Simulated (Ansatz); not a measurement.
Run report: SiHCl2OF2, geometry relaxation

- system: SiHCl2OF2, multiplicity 2
- method: UKS PBE0/def2-SVP (Ansatz 0.2.0)

The input holds or restrains some coordinates. It belongs to a series of runs on one base structure; here: pulled along the bonds that form and break, towards end A. Figures and captions count atoms from 1; the log counts them from 0 in places.

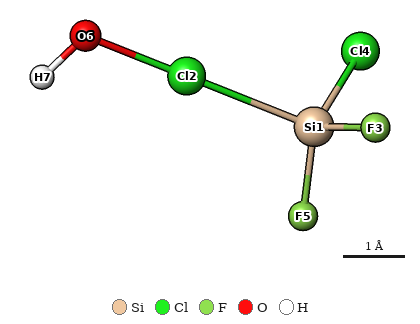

Fig. 1: The starting structure (ball-and-stick view, seen at a tilt; atoms are numbered from 1 in the order of the input).

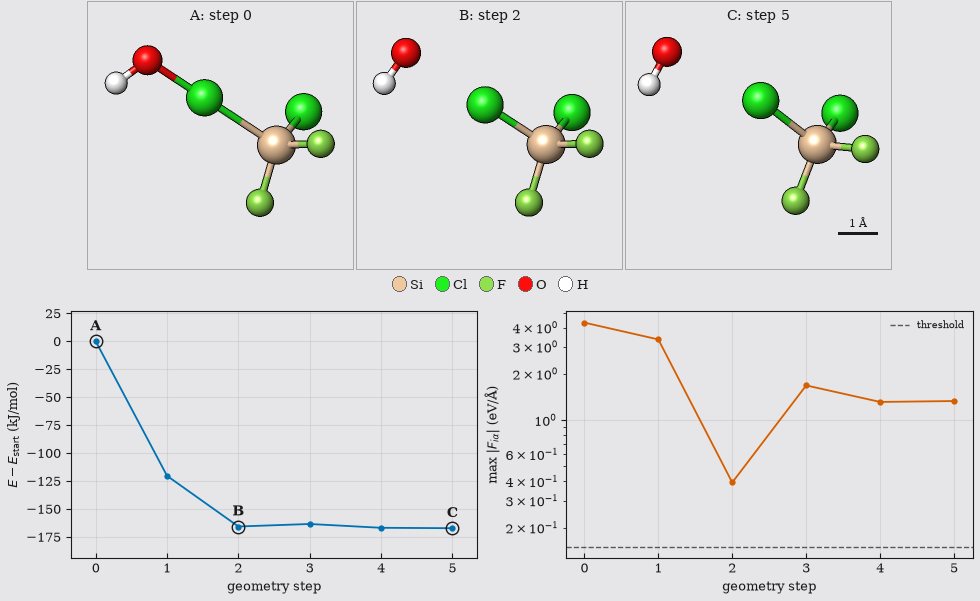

Fig. 2: Frames of the restrained relaxation (ball-and-stick view, seen at a tilt) above the curves, on which the letters mark them (the first geometry is step 0 here and step 1 in the log).

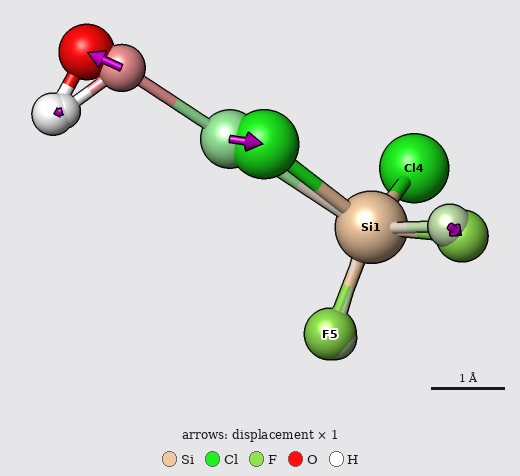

Fig. 3: Start (faint) and end (solid) with the displacements as pink arrows, at true length (ball-and-stick view, seen at a tilt). The two geometries are laid on each other by the best rigid fit. The energy falls by 167.1 kJ/mol in 5 geometry steps. Largest force component: 4.3 eV/Å at the start, 1.3 eV/Å at the end. The atom that moves furthest after the best rigid fit is O6 (0.53 Å). Largest moves by element: O 0.53 Å, Cl 0.50 Å, F 0.25 Å, H 0.14 Å, Si 0.08 Å. Among the contacts that change: Cl2–O6 1.890 → 2.793 Å, Si1–Cl2 2.380 → 2.089 Å, Si1–Cl4 2.128 → 2.017 Å, O6–H7 1.010 → 0.976 Å. Bonds break: Cl2–O6 (1.89 → 2.79 Å). Among the angles that change: Cl2–Si1–Cl4 109.5° → 111.9°. (Atoms are counted from 1 in the order of the input.)

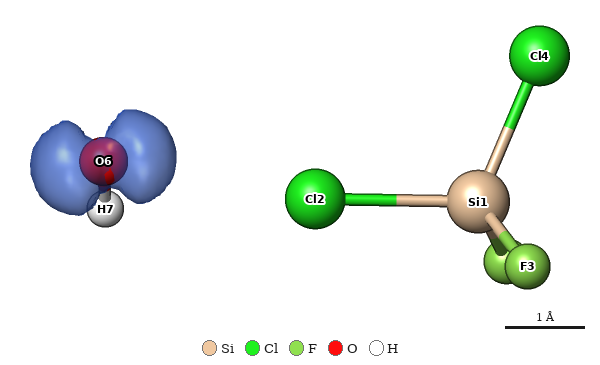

Fig. 4: Isosurface of the spin density (α minus β) at +0.15 e/Å³ (blue), seen face on. The unpaired spin (1 electron) lies mostly on O6 (about 0.9), in electrons by Hirshfeld's partition.

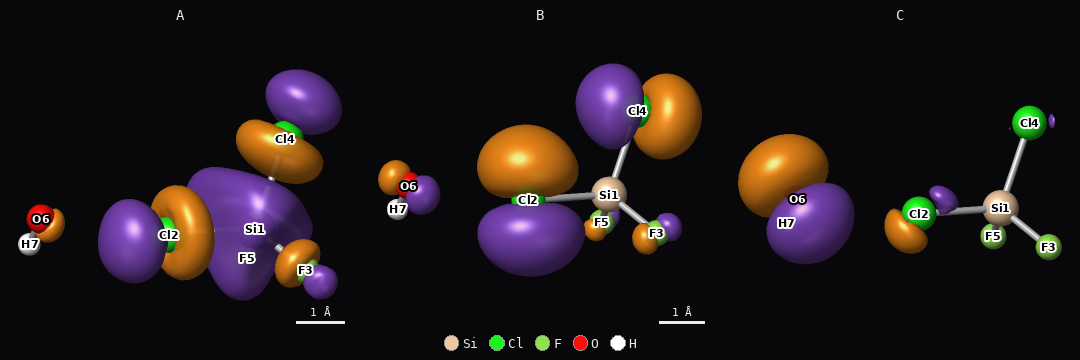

Fig. 5: Three frontier orbitals at ±0.1 Å⁻³ᐟ² (orange and purple are the two phases). B is the HOMO−1 (α) (−9.78 eV). C is the HOMO (α) (−9.32 eV). A is the LUMO (α) (−0.19 eV). Its weight (Hirshfeld) is mainly on Si1 (35 %), Cl2 (25 %) and Cl4 (20 %). The HOMO–LUMO gap is 9.13 eV between the orbital energies.

The input that produced these results follows, with the program's output.

### Input
```yaml
crystal:
  periodic: [false, false, false]
  atoms:
    - { symbol: Si, position_ang: [0.0, 0.0, 0.0] }
    - { symbol: Cl, position_ang: [0.0, 0.0, 2.38] }
    - { symbol: F, position_ang: [1.4994, 0.0, -0.5295] }
    - { symbol: Cl, position_ang: [-1.0032, 1.7381, -0.7093] }
    - { symbol: F, position_ang: [-0.7489, -1.2974, -0.5295] }
    - { symbol: O, position_ang: [0.0, 0.0, 4.27] }
    - { symbol: H, position_ang: [-0.5144, -0.8011, 4.6071] }
magnetization:
  spin_polarized: true
  initial_magnetization: 1
basis:
  gaussian: { orbitals: def2-SVP }
hamiltonian:
  xc: pbe0
relax:
  f_tol: 0.15
  max_steps: 25
  restrain:
    - { distance: [1, 5], at: 2.79, k: 30.0 }
    - { distance: [0, 1], at: 2.13, k: 30.0 }
output:
  orbitals: {}
```

Launched with:
```bash
ansatz run input.yaml --threads 4 --pin off --max-ram 5120MiB --backend cpu --events-out ev --progress --plain --runs-dir out
```

### Output
```
The last accepted step is kept in [file] (removed where the run ends without a failure and the disk answers)
Engine: ansatz 0.2.0, x86_64-unknown-linux-gnu
Functional definition: PBE0
  parameter a = 0.25
  parameter kappa = 0.804
  parameter beta = 0.06672455060314922
  exchange = (1 - a)*pbe_x(kappa = kappa, mu = beta*pi^2/3) + a*exact_x
  correlation = pbe_c(beta = beta)
985 factors; integrals over basis functions are off by at most 5.2e-4 eV
mean field evaluation 1: about -40379.7417 eV, gradient 4.1e1 eV
mean field evaluation 2: about -40325.1575 eV, gradient 1.1e2 eV
mean field evaluation 4: about -40386.1970 eV, gradient 8.6e0 eV
mean field evaluation 8: about -40386.5211 eV, gradient 3.5e-1 eV
mean field evaluation 16: about -40386.5228 eV, gradient 8.9e-4 eV
mean field evaluation 32: about -40385.9495 eV, gradient 5.3e0 eV
mean field -40386.52276915 eV, -1484.1773367979 hartree, gradient 2.4e-5 eV, S^2 0.768300; 2 other end points of the search recorded, 0 dependent functions left out
the calculation of the forces begins
reference -40386.52279125 eV, -1484.1773376102 hartree; 38, 37 occupied and 63, 64 virtual orbitals, 985 factors
relax step   1: F+E_penalty+E_count = -40386.52276915 eV  Δ(F+E_penalty+E_count) = +0.000e0 eV  max|allowed force component| = 4.309e0 eV/Å  E_restraint = 13.08750000 eV  max|allowed force component, restraints' pulls added| = 3.881e1 eV/Å  Δτ_max = 0.0000 Å  (63 SCF iters, accepted)
  distance Cl 1 - O 5 = 1.8900 Å
  distance Si 0 - Cl 1 = 2.3800 Å
these checks for a lower state are left out or cut short: starts, cluster_reference, orbital_swaps, neighbouring_geometries, increment
985 factors; integrals over basis functions are off by at most 4.3e-4 eV
mean field -40387.76989536 eV, -1484.2231678409 hartree, gradient 6.7e-6 eV, S^2 0.753628; 0 other end points of the search recorded, 0 dependent functions left out
the calculation of the forces begins
reference -40387.76991708 eV, -1484.2231686391 hartree; 38, 37 occupied and 63, 64 virtual orbitals, 985 factors
relax step   2: F+E_penalty+E_count = -40387.76989536 eV  Δ(F+E_penalty+E_count) = -1.247e0 eV  max|allowed force component| = 3.350e0 eV/Å  E_restraint = 4.53288236 eV  max|allowed force component, restraints' pulls added| = 2.105e1 eV/Å  Δτ_max = 0.1949 Å  (58 SCF iters, accepted)
  distance Cl 1 - O 5 = 2.2419 Å
  distance Si 0 - Cl 1 = 2.1718 Å
these checks for a lower state are left out or cut short: starts, cluster_reference, orbital_swaps, neighbouring_geometries, increment
986 factors; integrals over basis functions are off by at most 3.9e-4 eV
mean field evaluation 64: about -40388.2394 eV, gradient 1.2e-5 eV
mean field -40388.23937004 eV, -1484.2404207172 hartree, gradient 1.2e-7 eV, S^2 0.752140; 0 other end points of the search recorded, 0 dependent functions left out
the calculation of the forces begins
reference -40388.23939179 eV, -1484.2404215163 hartree; 38, 37 occupied and 63, 64 virtual orbitals, 986 factors
relax step   3: F+E_penalty+E_count = -40388.23937004 eV  Δ(F+E_penalty+E_count) = -4.695e-1 eV  max|allowed force component| = 3.933e-1 eV/Å  E_restraint = 0.60950453 eV  max|allowed force component, restraints' pulls added| = 5.392e0 eV/Å  Δτ_max = 0.1975 Å  (129 SCF iters, accepted)
  distance Cl 1 - O 5 = 2.6177 Å
  distance Si 0 - Cl 1 = 2.0253 Å
these checks for a lower state are left out or cut short: starts, cluster_reference, orbital_swaps, neighbouring_geometries, increment
986 factors; integrals over basis functions are off by at most 3.6e-4 eV
mean field evaluation 96: about -40388.2160 eV, gradient 2.9e-6 eV
mean field -40388.21599648 eV, -1484.2395617547 hartree, gradient 6.1e-9 eV, S^2 0.752084; 0 other end points of the search recorded, 0 dependent functions left out
the calculation of the forces begins
reference -40388.21601839 eV, -1484.2395625596 hartree; 38, 37 occupied and 63, 64 virtual orbitals, 986 factors
relax step   4: F+E_penalty+E_count = -40388.21599648 eV  Δ(F+E_penalty+E_count) = +2.337e-2 eV  max|allowed force component| = 1.683e0 eV/Å  E_restraint = 0.01380767 eV  max|allowed force component, restraints' pulls added| = 6.275e-1 eV/Å  Δτ_max = 0.1960 Å  (142 SCF iters, accepted)
  distance Cl 1 - O 5 = 2.7953 Å
  distance Si 0 - Cl 1 = 2.1001 Å
these checks for a lower state are left out or cut short: starts, cluster_reference, orbital_swaps, neighbouring_geometries, increment
986 factors; integrals over basis functions are off by at most 3.5e-4 eV
mean field -40388.25132405 eV, -1484.2408600187 hartree, gradient 2.1e-8 eV, S^2 0.752059; 0 other end points of the search recorded, 0 dependent functions left out
the calculation of the forces begins
reference -40388.25134589 eV, -1484.2408608216 hartree; 38, 37 occupied and 63, 64 virtual orbitals, 986 factors
relax step   5: F+E_penalty+E_count = -40388.25132405 eV  Δ(F+E_penalty+E_count) = -3.533e-2 eV  max|allowed force component| = 1.314e0 eV/Å  E_restraint = 0.02862608 eV  max|allowed force component, restraints' pulls added| = 2.927e-1 eV/Å  Δτ_max = 0.2000 Å  (117 SCF iters, accepted)
  distance Cl 1 - O 5 = 2.8018 Å
  distance Si 0 - Cl 1 = 2.0879 Å
these checks for a lower state are left out or cut short: starts, cluster_reference, orbital_swaps, neighbouring_geometries, increment
986 factors; integrals over basis functions are off by at most 3.5e-4 eV
mean field evaluation 128: about -40388.2550 eV, gradient 1.6e-2 eV
mean field -40388.25496818 eV, -1484.2409939380 hartree, gradient 3.7e-8 eV, S^2 0.752056; 0 other end points of the search recorded, 0 dependent functions left out
the calculation of the forces begins
reference -40388.25499000 eV, -1484.2409947401 hartree; 38, 37 occupied and 63, 64 virtual orbitals, 986 factors
relax step   6: F+E_penalty+E_count = -40388.25496818 eV  Δ(F+E_penalty+E_count) = -3.644e-3 eV  max|allowed force component| = 1.332e0 eV/Å  E_restraint = 0.02583550 eV  max|allowed force component, restraints' pulls added| = 3.173e-2 eV/Å  Δτ_max = 0.1206 Å  (114 SCF iters, accepted)
  distance Cl 1 - O 5 = 2.7934 Å
  distance Si 0 - Cl 1 = 2.0886 Å
986 factors; integrals over basis functions are off by at most 3.5e-4 eV
mean field evaluation 160: about -40388.2326 eV, gradient 4.4e-2 eV
mean field -40388.25496818 eV, -1484.2409939380 hartree, gradient 3.7e-8 eV, S^2 0.752056; 3 other end points of the search recorded, 0 dependent functions left out
the calculation of the forces begins
reference -40388.25499000 eV, -1484.2409947401 hartree; 38, 37 occupied and 63, 64 virtual orbitals, 986 factors
Total energy: -40388.25499000 eV, -1484.2409947401 hartree
Atom 0 at     0.020065     0.046903    -0.055964 Å, force     0.204529     0.029737     1.219009 eV/Å
Atom 1 at     0.330651     0.062646     2.009388 Å, force    -0.168079     0.006367    -1.331794 eV/Å
Atom 2 at     1.440116    -0.002447    -0.782918 Å, force    -0.011478    -0.006994    -0.002414 eV/Å
Atom 3 at    -1.004462     1.669989    -0.674508 Å, force     0.004010    -0.010651     0.016815 eV/Å
Atom 4 at    -0.781039    -1.276001    -0.451590 Å, force    -0.003009    -0.009620     0.012193 eV/Å
Atom 5 at    -0.209648     0.023258     4.749707 Å, force    -0.009590     0.022894     0.085774 eV/Å
Atom 6 at    -0.562783    -0.884747     4.694685 Å, force    -0.016384    -0.031733     0.000419 eV/Å
Dipole moment:    -0.184880    -0.202178     0.000460 e Å
```

### Trajectory as extended XYZ (Å, eV, eV/Å), 6 frames, from step=1 to step=6
```
7
Properties=species:S:1:pos:R:3:forces:R:3 step=1 energy=-40386.52277
Si    0.0000    0.0000    0.0000   -1.0361   1.6445   1.7135
Cl    0.0000    0.0000    2.3800    0.0660   0.1005  -4.3086
F     1.4994    0.0000   -0.5295    0.1823  -0.0350  -0.0364
Cl   -1.0032    1.7381   -0.7093    0.8545  -1.4654   0.5893
F    -0.7489   -1.2974   -0.5295   -0.0941  -0.2506  -0.1070
O     0.0000    0.0000    4.2700   -0.7081  -1.1357   2.9948
H    -0.5144   -0.8011    4.6071    0.7355   1.1418  -0.8457
7
Properties=species:S:1:pos:R:3:forces:R:3 step=2 energy=-40387.76989
Si   -0.0080    0.0112    0.0135   -0.6531   1.1954   1.5686
Cl    0.0045    0.0075    2.1853    0.0644   0.0725  -3.3505
F     1.4941    0.0023   -0.5250   -0.0872  -0.0175   0.0734
Cl   -0.9914    1.7179   -0.7007    0.6881  -1.2004   0.4987
F    -0.7490   -1.2932   -0.5265    0.0142  -0.0028   0.0413
O     0.0027    0.0035    4.4271   -0.2324  -0.3680   1.2640
H    -0.5198   -0.8096    4.6151    0.2059   0.3209  -0.0955
7
Properties=species:S:1:pos:R:3:forces:R:3 step=3 energy=-40388.23937
Si   -0.0196    0.0339   -0.0182   -0.1078   0.2493   0.2760
Cl    0.0049    0.0100    2.0068    0.0170   0.0552  -0.2597
F     1.4938    0.0007   -0.5271   -0.0977   0.0421  -0.1507
Cl   -0.9799    1.6974   -0.6941    0.2212  -0.3933   0.0111
F    -0.7477   -1.2931   -0.5274   -0.0119   0.0766  -0.1438
O     0.0070    0.0096    4.6245   -0.2346  -0.3609   0.2241
H    -0.5255   -0.8189    4.6243    0.2138   0.3311   0.0429
7
Properties=species:S:1:pos:R:3:forces:R:3 step=4 energy=-40388.21600
Si   -0.0095    0.0389   -0.0752    0.0983  -0.0896   1.1414
Cl    0.0415   -0.0056    2.0238    0.0355   0.0058  -1.6829
F     1.4767    0.0381   -0.6661   -0.0398  -0.0913   0.1909
Cl   -0.9571    1.6608   -0.7884   -0.1406   0.2379   0.0277
F    -0.7569   -1.2562   -0.6409    0.0712  -0.0538   0.1674
O    -0.0141   -0.0078    4.8186   -0.0840  -0.1004   0.1395
H    -0.5477   -0.8287    4.8170    0.0594   0.0914   0.0159
7
Properties=species:S:1:pos:R:3:forces:R:3 step=5 energy=-40388.25132
Si    0.0045    0.0548   -0.0683    0.0579  -0.1431   1.2831
Cl    0.2236    0.0753    2.0080   -0.1159   0.0291  -1.3142
F     1.4614    0.0006   -0.7163   -0.0256   0.0183  -0.0686
Cl   -0.9995    1.6737   -0.7356    0.0394  -0.0771   0.0054
F    -0.7708   -1.2851   -0.4782    0.0701   0.1828  -0.0044
O    -0.1029   -0.0167    4.7892   -0.0689  -0.0838   0.0805
H    -0.5834   -0.8631    4.6899    0.0430   0.0737   0.0182
7
Properties=species:S:1:pos:R:3:forces:R:3 step=6 energy=-40388.25497
Si    0.0201    0.0469   -0.0560    0.2045   0.0297   1.2190
Cl    0.3307    0.0626    2.0094   -0.1681   0.0064  -1.3318
F     1.4401   -0.0024   -0.7829   -0.0115  -0.0070  -0.0024
Cl   -1.0045    1.6700   -0.6745    0.0040  -0.0107   0.0168
F    -0.7810   -1.2760   -0.4516   -0.0030  -0.0096   0.0122
O    -0.2096    0.0233    4.7497   -0.0096   0.0229   0.0858
H    -0.5628   -0.8847    4.6947   -0.0164  -0.0317   0.0004
```

### Key numbers

```tsv
quantity	value
outcome	converged under the restraints of the input
total energy	−40388.2550 eV
mean-field energy	−40388.2550 eV
⟨S²⟩	0.752
largest force (length of the vector) at the end, held atoms and coordinates included	1.342 eV/Å
hardware	4 threads of AMD EPYC (Zen 3), 32 GiB of memory available, shared host
wall time	70 s (CPU time 4.4 min)
peak memory	0.38 GiB
```
